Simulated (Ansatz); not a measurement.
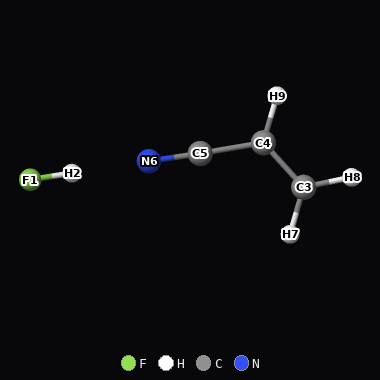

The system is the pair FH···C₃H₃N; the picture shows the reference structure. The first coordinate is: separation of N6 and H2 along their line in the relaxed pair; the second: sideways slip of F1, H2. Nothing is relaxed (both partners rigid). Grid: 11 × 11 points. Points are written as (first, second). Energies are in kJ/mol, from the lowest grid point. Method: Ansatz, RKS PBE0-D4/def2-SVPD.

Its coordinates:

```xyz
9

F     1.1062    0.5894   -3.9368
H     0.8726    0.3741   -3.0513
C    -0.6161    0.2918    1.9022
C    -0.2204   -0.6202    1.0073
C     0.1414   -0.2763   -0.3298
N     0.4378   -0.0187   -1.4161
H    -0.6813    1.3512    1.6497
H    -0.8849   -0.0096    2.9150
H    -0.1552   -1.6818    1.2599
```

Range: separation of N6 and H2 along their line in the relaxed pair from 1.459 to 2.859 Å; sideways slip of F1, H2 from −1.5 to 1.5 Å.

Q: What landscape does the calculation give?

A: The lowest grid point is at (1.719 Å, 0.0 Å). No other kind of well shows on this grid. The highest grid point, (2.859 Å, 1.5 Å), lies 35.6 kJ/mol above the lowest. Round the minimum the two coordinates are nearly uncoupled. At the lowest point H2···N6 is 1.72 Å, a hydrogen-bond distance.

```
second ↓, first →  1.459  1.515  1.606  1.719  1.847  1.990  2.144  2.309  2.483  2.667  2.859
              1.5   27.6   26.9   26.2   26.1   26.5   27.5   28.9   30.5   32.2   33.9   35.6
              1.2   22.7   21.4   20.2   19.8   20.4   21.9   23.9   26.3   28.7   31.0   33.3
              0.9   18.1   15.8   13.7   12.9   13.8   15.8   18.7   21.9   25.1   28.2   31.0
              0.6   14.8   11.2    7.7    6.5    7.4   10.1   13.8   17.8   21.9   25.6   29.0
              0.3   13.3    8.4    3.6    1.7    2.8    5.9   10.2   14.9   19.6   23.9   27.7
              0.0   13.0    7.5    2.2    0.0    1.0    4.3    8.8   13.8   18.7   23.2   27.2
             −0.3   13.5    8.5    3.7    1.8    2.8    5.9   10.2   14.9   19.5   23.8   27.7
             −0.6   15.1   11.4    7.9    6.5    7.5   10.1   13.8   17.8   21.8   25.6   29.0
             −0.9   18.3   16.0   13.8   13.0   13.8   15.8   18.7   21.8   25.0   28.1   30.9
             −1.2   22.9   21.5   20.2   19.8   20.4   21.9   23.9   26.2   28.6   31.0   33.2
             −1.5   27.6   26.9   26.2   26.1   26.5   27.4   28.8   30.4   32.1   33.8   35.5
```

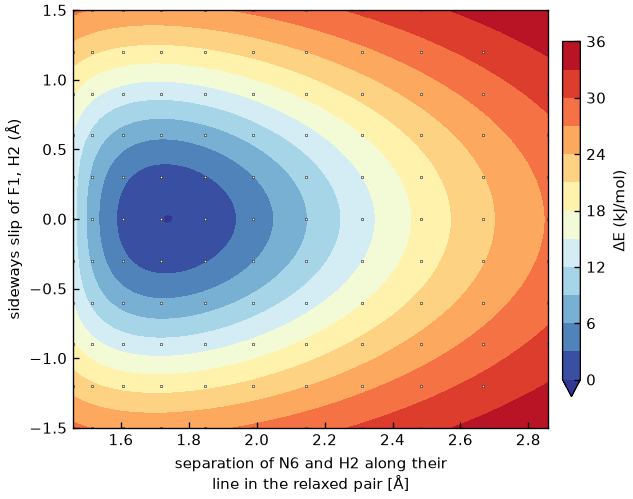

Drawn: filled contours, dots at the grid points. Between grid points the surface is interpolated.

Each point was launched as `ansatz run input.yaml --threads 1 --pin off --max-ram 2560MiB --backend cpu --events-out ev --progress --plain --runs-dir out`. The whole map (121 points run) took 8.5 min on 1 thread of Arm Neoverse V2, on a shared host.
